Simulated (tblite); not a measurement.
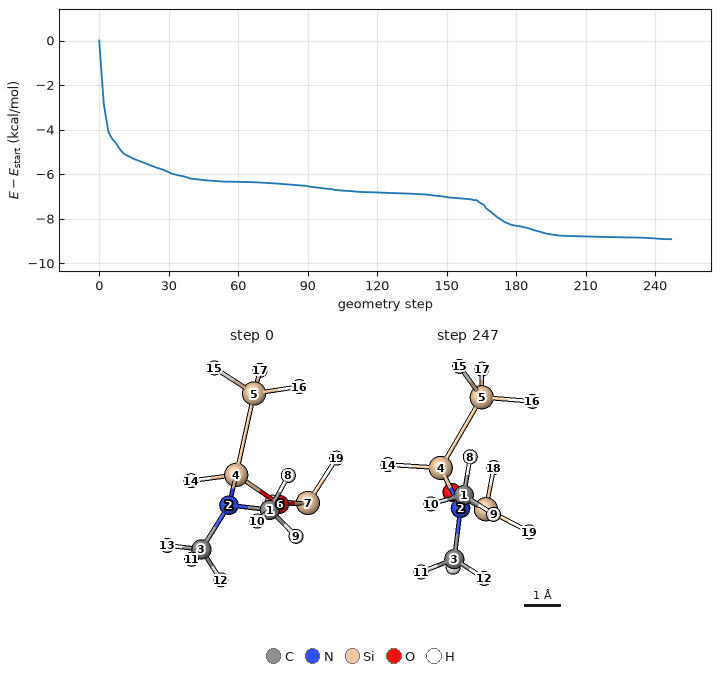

First and last geometry of a relaxation of C2H12NOSi3 (multiplicity 2), with the history of the run. A ball-and-stick model, seen from a free direction.

Computed with GFN2-xTB geometry optimisation, gas phase (tblite). 

Read the history and describe the run.

It converged. The atom that moves furthest after the best rigid fit is H13 (2.26 Å). By element the largest moves are H 2.26 Å, O 1.37 Å, C 1.14 Å, Si 1.11 Å, N 0.48 Å. Some distances before and after: Si4–Si5 2.336 → 2.292 Å, O6–Si7 1.659 → 1.619 Å, C1–N2 1.476 → 1.439 Å, Si4–O6 1.665 → 1.629 Å. Bond angles that change, for instance: Si4–O6–Si7 138.9° → 155.0°, O6–Si4–H14 108.8° → 99.3°, N2–Si4–H14 106.7° → 113.8°. Groups turn about Si4–O6 by about 105°, O6–Si7 by about 25°. Over 247 geometry steps the energy falls by 8.91 kcal/mol. The run took 2.3 s on 1 thread of Arm Neoverse V1 (shared host).

| step | E − E(0), kcal/mol |
| --- | --- |
| 0 | 0.00 |
| 1 | -1.47 |
| 2 | -2.87 |
| 3 | -3.50 |
| 4 | -4.10 |
| 5 | -4.31 |
| 6 | -4.46 |
| 7 | -4.57 |
| 8 | -4.73 |
| 9 | -4.88 |
| 10 | -5.01 |
| 22 | -5.60 |
| 35 | -6.06 |
| 47 | -6.28 |
| 60 | -6.34 |
| 72 | -6.39 |
| 85 | -6.49 |
| 97 | -6.64 |
| 110 | -6.77 |
| 122 | -6.83 |
| 135 | -6.88 |
| 147 | -6.98 |
| 160 | -7.12 |
| 172 | -7.94 |
| 185 | -8.41 |
| 197 | -8.73 |
| 210 | -8.80 |
| 222 | -8.82 |
| 235 | -8.85 |
| 247 | -8.91 |
